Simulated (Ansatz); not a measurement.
The starting structures come from a database of crystals and need not be the phases stable at ambient conditions.

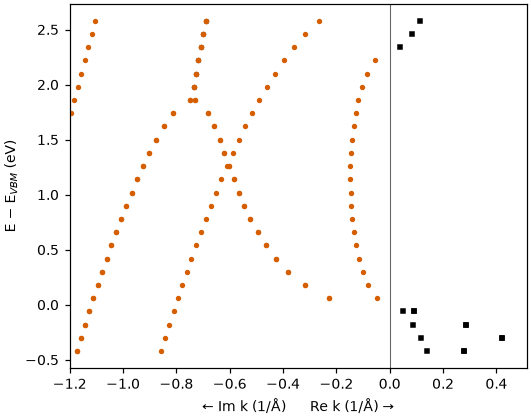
Figure: Complex bands at the centre of the two-dimensional zone; PBEsol (Ansatz, an electronic-structure program)

No gap correction and no spin-orbit coupling; mid-gap values are interpolated between computed energies.

Q: This is MgTe (P6_3mc, wurtzite, not sure to be the ambient phase, 4 atoms a cell, 33.9 Å³ an atom) along the normal of (001). Read off the slowest decay at the centre of the two-dimensional zone at 1.14 eV, the computed energy nearest the middle of the gap.

A: κ ≈ 0.15 1/Å, a decay length 1/(2κ) of the density of 3.4 Å.
